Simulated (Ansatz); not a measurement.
The compound is Be4H (space group P-3m1, No. 164), taken as the end point of a relaxation with DFT PBE, scalar-relativistic, plane waves, PAW in Ansatz 0.2.0; the starting structure was generated, so it need not be a known form of this composition.

```xyz
5
Lattice="2.2213 0.0000 0.0000 -1.1106 1.9237 0.0000 0.0000 0.0000 8.4700" Properties=species:S:1:pos:R:3 pbc="T T T"
Be    0.0000    1.2824    7.0155
Be    0.0000    1.2824    3.3202
Be    1.1106    0.6412    1.4545
Be    1.1106    0.6412    5.1499
H     0.0000    0.0000    0.0000
```

Describe the stacking along c, with columns A (0, 0), B (1/3, 2/3), C (2/3, 1/3) of the hexagonal mesh.

H(A) – Be(C) – Be(B) – Be(C) – Be(B) (five layers in 8.47 Å).

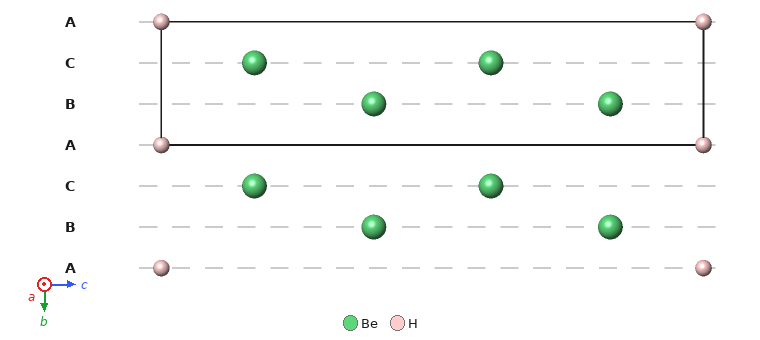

Projection along an edge of the hexagonal mesh, stacking direction c to the right. The dashed lines mark the three columns A (0, 0), B (1/3, 2/3) and C (2/3, 1/3). The sequence starts with the first layer at or above the cell's origin.
